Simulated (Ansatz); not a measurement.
A computed series for C: carrier doping

Start from C (space group I4/mmm, No. 139; a model cell, its experimental status unchecked).

```cif
data_C4
_chemical_formula_sum 'C4'
_space_group_name_H-M_alt 'P 1'
_space_group_IT_number 1
_cell_length_a 3.32419
_cell_length_b 3.32419
_cell_length_c 3.32419
_cell_angle_alpha 98.122
_cell_angle_beta 98.122
_cell_angle_gamma 135.844
loop_
_space_group_symop_operation_xyz
  'x, y, z'
loop_
_atom_site_label
_atom_site_type_symbol
_atom_site_fract_x
_atom_site_fract_y
_atom_site_fract_z
_atom_site_occupancy
C1 C 0.18031 0.18031 0.36062 1
C2 C 0.18031 0.81969 0.00000 1
C3 C 0.81969 0.18031 0.00000 1
C4 C 0.81969 0.81969 0.63938 1
```

Carriers are added at fixed cell with a uniform background; the Fermi–Dirac width is that of 300 K.

Level of theory: DFT with PBEsol, PAW potentials and a 420 eV plane-wave cutoff in Ansatz (an electronic-structure program), no spin-orbit coupling.

Notes on the quantities. Fermi level from band edge: Fermi level relative to the doped band's edge (positive inside the band; to 0.05 eV).

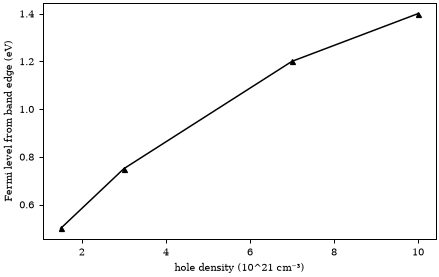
Fermi level from band edge against hole density

**Question.** From the plot, what is the Fermi level from band edge for holes 1.0×10^22 cm⁻³?

**Answer.** About 1.40 eV.

**Question.** Is the trend monotonic over the range shown?

**Answer.** Yes, it rises throughout, spanning +0.50 eV to +1.40 eV.

Carriers are added with a uniform compensating background; total energy and stress of such cells depend on the potential's zero and are not compared; many-body gap narrowing is missing at this level. Whether these cells are dynamically stable was not tested. This is not the structure that C has at room temperature and ambient pressure.
